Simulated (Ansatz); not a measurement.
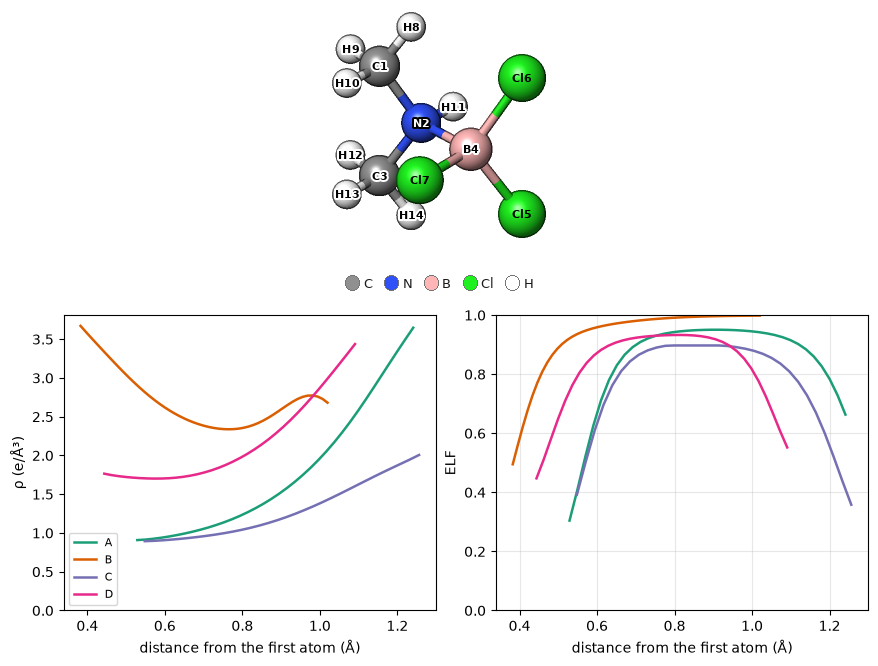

C2H7BCl3N (SMILES C[NH+](C)[B-](Cl)(Cl)Cl). Total electron density and ELF along straight lines between neighbouring atoms. The curves leave out the atomic cores. The structure is drawn too.

Geometry: PBE0-D4/def2-TZVP.

Method: RKS PBE0-D4/def2-TZVPP in Ansatz 0.2.0.

```json
{"atom": "C", "x (Å)": "-0.4072", "y (Å)": "0.1950", "z (Å)": "1.3850"}
{"atom": "N", "x (Å)": "-0.2797", "y (Å)": "-0.2452", "z (Å)": "-0.0211"}
{"atom": "C", "x (Å)": "0.8870", "y (Å)": "-1.1416", "z (Å)": "-0.1701"}
{"atom": "B", "x (Å)": "-0.3053", "y (Å)": "0.9783", "z (Å)": "-1.0938"}
{"atom": "Cl", "x (Å)": "-0.2776", "y (Å)": "0.2016", "z (Å)": "-2.7558"}
{"atom": "Cl", "x (Å)": "-1.8890", "y (Å)": "1.8637", "z (Å)": "-0.8215"}
{"atom": "Cl", "x (Å)": "1.1582", "y (Å)": "2.0236", "z (Å)": "-0.7730"}
{"atom": "H", "x (Å)": "-1.3023", "y (Å)": "0.8019", "z (Å)": "1.4896"}
{"atom": "H", "x (Å)": "-0.4586", "y (Å)": "-0.6790", "z (Å)": "2.0348"}
{"atom": "H", "x (Å)": "0.4670", "y (Å)": "0.7938", "z (Å)": "1.6330"}
{"atom": "H", "x (Å)": "-1.1169", "y (Å)": "-0.7754", "z (Å)": "-0.2620"}
{"atom": "H", "x (Å)": "0.7963", "y (Å)": "-1.9734", "z (Å)": "0.5291"}
{"atom": "H", "x (Å)": "1.7854", "y (Å)": "-0.5673", "z (Å)": "0.0475"}
{"atom": "H", "x (Å)": "0.9297", "y (Å)": "-1.5054", "z (Å)": "-1.1929"}
```

Q: Which curve belongs to which contact (B–Cl, B–N, C–N and N–H)? The first atom named is at distance zero.

A: Curve A: B–N (1.63 Å): the density is about 1.3 e/Å³ at the midpoint; the ELF peaks at about 0.95 between the atoms, as expected for a polar covalent bond. Curve B: N–H (1.02 Å): ρ is about 3 e/Å³ halfway; the ELF climbs to about 1 towards the hydrogen, as it does in any bond to H: a covalent bond by its length. Curve C: B–Cl (1.83 Å): ρ at the midpoint is about 1.2 e/Å³; the ELF peaks at about 0.90 between the atoms (a shared but strongly polarised pair). Curve D: C–N (1.48 Å): the density is about 1.8 e/Å³ at the midpoint; the ELF peaks at about 0.95 between the atoms: a covalent bond.
